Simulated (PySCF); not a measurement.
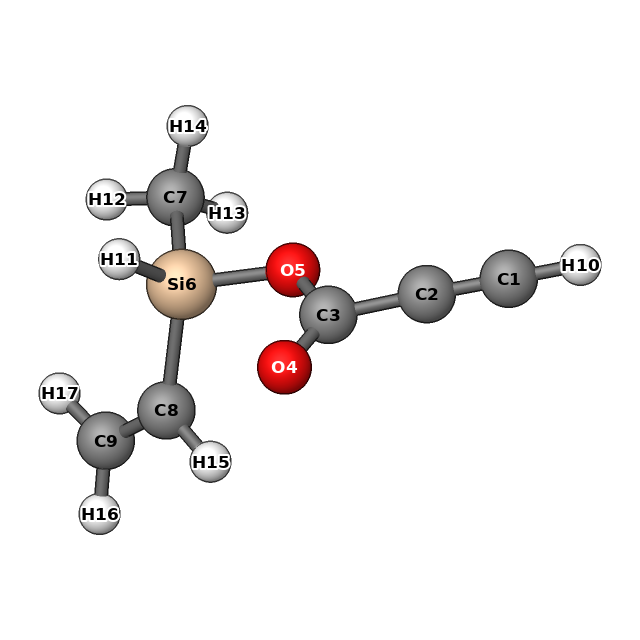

The geometry was computed by an optimisation with GFN2-xTB. No frequency run is at hand to confirm it as a minimum. Properties computed with GIAO PBE0/pcSseg-1 NMR shielding, non-relativistic, gas phase (PySCF 2.14.0). Principal shieldings σ11 ≤ σ22 ≤ σ33, span Ω = σ33 − σ11, skew κ = 3(σiso − σ22)/Ω.

Give the shielding tensors of the Si atoms.

```tsv
atom	σ11	σ22	σ33	σiso	Ω	κ
Si6	309.5	371.4	393.5	358.1	84.0	−0.47
```

Shieldings and span in ppm.

The geometry is semi-empirical. Around Si such bond lengths and angles can be off by a tenth of an ångström or more and by several degrees, and values that hang on the shape move with them.
